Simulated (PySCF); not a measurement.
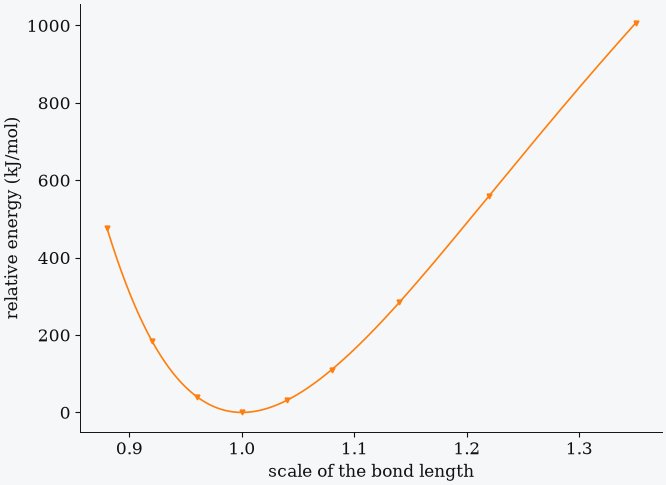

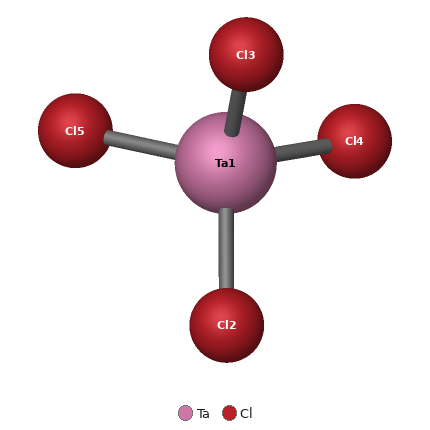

Rigid scan of TaCl₄⁺, singlet, from a minimum of the shape that electron-pair counting expects: all bonds to atom 1 scaled (atom 1 is the central atom). PBE/def2-SVP (ECP), PySCF 2.14.0, restricted determinant, no spin-orbit coupling; energies counted from the minimum. Splines pass through the computed points, which are marked.

Question: What does it cost to go to either end of the scan?

Answer: 476.7 kJ/mol at 0.88 and 1005.7 kJ/mol at 1.35.

Question: Give the values at the computed points.

Answer: In kJ/mol:
| scale of the bond length | PBE |
| --- | --- |
| 0.88 | 476.7 |
| 0.92 | 185.2 |
| 0.96 | 40.6 |
| 1.00 | 0.0 |
| 1.04 | 31.2 |
| 1.08 | 110.8 |
| 1.14 | 284.3 |
| 1.22 | 560.4 |
| 1.35 | 1005.7 |

Note: closed-shell stability not tested; spin-orbit coupling is left out, and with Ta it can shift these values; double-zeta basis on some or all atoms.
